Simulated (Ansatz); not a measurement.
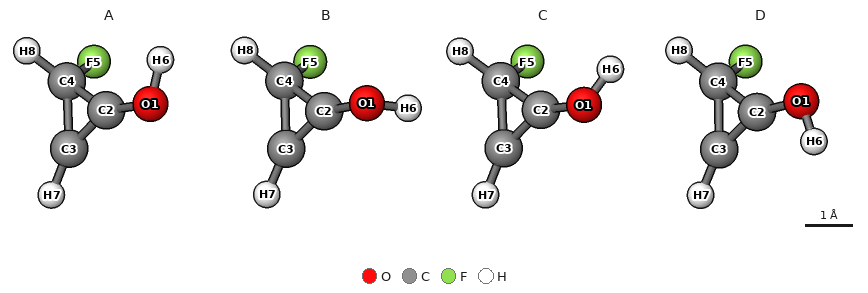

4 geometries from a converged minimum-energy path of C$_{3}$H$_{3}$FO, shuffled. Style: ball-and-stick. Shown from a free direction.

Computed with RKS PBE-D4/cc-pVDZ in Ansatz 0.2.0. Settings: 5 movable images; climbing image; force threshold 0.03 eV/Å; iteration limit 56; starting path by image-dependent pair potential.

Which of them lies highest in energy?

B. In order along the path, whose images run from 0 to 6: A (image 0, 0.000 eV), C (image 1, +0.067 eV), B (image 3, +0.294 eV), D (image 6, 0.000 eV). The motion is a rotation about the O1–C2 bond by about 180°. No bond forms or breaks between the ends. Among the angles between lasting bonds that change up to the highest image: O1–C2–C4 148.6° → 146.2°.

The run took 110 s on 1 thread of Intel(R) Xeon(R) Platinum 8259CL CPU @ 2.50GHz (Skylake/Cascade Lake), on a shared host, peak memory 0.18 GiB.
